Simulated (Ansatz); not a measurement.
# BGeH₅S: one species, many methods

Aim: compute BGeH₅S with functionals from several rungs and with coupled cluster. The yardstick is the atomisation energy at the CCSD(T) limit.

The runs use Ansatz 0.2.0, Gaussian basis; functionals in def2-TZVPP, the program's frozen cores in correlated methods.

The runs, in order: LDA (SPW92), PBE-D4, revPBE-D4, BLYP-D4, r2SCAN-D4, B97M-V, PBE0-D4, B3LYP-D4, r2SCANh-D4, r2SCAN0-D4, HSE06-D4, BHLYP-D4, CAM-B3LYP-D4, LC-ωPBE, ωB97X-V, ωB97M-V, B2PLYP, PBE-QIDH; CCSD(T)/def2-SVP; CCSD(T)/def2-TZVPP; MP2/def2-QZVPP; extrapolation to the limit; RPA on PBE.

## 1. Structure used throughout

The geometry comes from an earlier relaxation with PBE0-D4 in a triple-zeta def2 set; it is a stationary point, not always the lowest conformer.

SMILES `B[S][GeH3]`, 8 atoms, charge 0, spin multiplicity 1.

Atoms are counted from 1 here; the program's logs count them from 0.

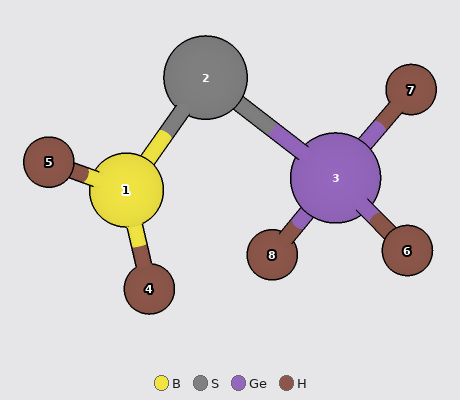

The geometry (boron yellow, sulfur grey, germanium purple, hydrogen brown); atoms are numbered from 1 in the order of the file.

## 2. LDA

This LDA is Slater exchange with PW92 correlation.

in.yaml reads:

```yaml
crystal:
  periodic: [false, false, false]
  atoms:
    - {symbol: B, position_ang: [-0.825825, 1.149883, -1.024934]}
    - {symbol: S, position_ang: [0.845756, 0.575329, -0.946474]}
    - {symbol: Ge, position_ang: [0.713972, -0.888158, 0.746125]}
    - {symbol: H, position_ang: [-1.668223, 0.743809, -0.281618]}
    - {symbol: H, position_ang: [-1.069857, 1.965751, -1.860251]}
    - {symbol: H, position_ang: [0.270407, -0.143203, 2.010906]}
    - {symbol: H, position_ang: [2.119506, -1.477088, 0.924426]}
    - {symbol: H, position_ang: [-0.293435, -1.983324, 0.375921]}
basis:
  gaussian: {orbitals: def2-TZVPP}
hamiltonian: {xc: lda}
output: {orbitals: {seedname: orbitals}}
```

On the command line:

```sh
> ansatz run in.yaml --threads 2 --pin off --events-out ev --progress --plain --max-ram 4352MiB
```

Further steps of the session: PBE-D4 (GGA); revPBE-D4 (GGA); BLYP-D4 (GGA); r2SCAN-D4 (meta-GGA); B97M-V (meta-GGA); PBE0-D4 (hybrid); B3LYP-D4 (hybrid); r2SCANh-D4 (hybrid); r2SCAN0-D4 (hybrid); HSE06-D4 (hybrid); BHLYP-D4 (hybrid); CAM-B3LYP-D4 (range-separated); LC-ωPBE (range-separated); ωB97X-V (range-separated); ωB97M-V (range-separated); B2PLYP (double hybrid); PBE-QIDH (double hybrid); CCSD(T) in def2-SVP; CCSD(T) in def2-TZVPP; MP2 in def2-QZVPP; RPA on PBE orbitals.

Q: Predict the results of all the runs planned. Wanted: atomisation energy, CCSD(T)/CBS; farthest beyond LDA; mean size of error, GGA; mean size of error, meta-GGA; mean size of error, hybrid; mean size of error, range-separated; mean size of error, double hybrid; gap, smallest and largest; T1 diagnostic.

The runs gave:

| quantity | value |
| --- | --- |
| atomisation energy, CCSD(T)/CBS | 2381.7 kJ/mol |
| functionals within 23.8 kJ/mol (1.0 %) | PBE-D4, r2SCAN-D4, PBE0-D4, B3LYP-D4, r2SCANh-D4, r2SCAN0-D4, HSE06-D4, CAM-B3LYP-D4, ωB97X-V, ωB97M-V, PBE-QIDH |
| farthest beyond LDA | B97M-V (+44.9 kJ/mol) |
| mean size of error, GGA | 23.8 kJ/mol |
| mean size of error, meta-GGA | 32.6 kJ/mol |
| mean size of error, hybrid | 11.4 kJ/mol |
| mean size of error, range-separated | 14.5 kJ/mol |
| mean size of error, double hybrid | 20.1 kJ/mol |
| gap, smallest and largest | 4.56 eV (LDA (SPW92)), 11.59 eV (LC-ωPBE) |
| T1 diagnostic | 0.0136 |
| triples share of the correlation energy | 3.9 % |

LDA overbinds by 293.1 kJ/mol (12 %). PBE-D4 misses by +3.0 kJ/mol. Double hybrids carry the basis error of their MP2 part in triple zeta, and no dispersion term here, so their miss is partly the set-up's. The rungs hybrid, range-separated, double hybrid miss on average by less than the doubt on the reference (23.8 kJ/mol), so they tie. Misses under about 23.8 kJ/mol are within the doubt on the reference itself, which lacks core-valence correlation, relativity and higher excitations, and its outer-core shells are covered unevenly. Hartree-Fock recovers 76 % of the binding; the rest is correlation. CCSD(T) in def2-SVP is off by -135.7 kJ/mol, more than most functionals: a good method in a small basis is no reference. The gap grows from 4.6 to 11.6 eV across the functionals, mostly with the share of exact exchange. Correlated methods include outer-core shells of Ge, which these sets cover unevenly.
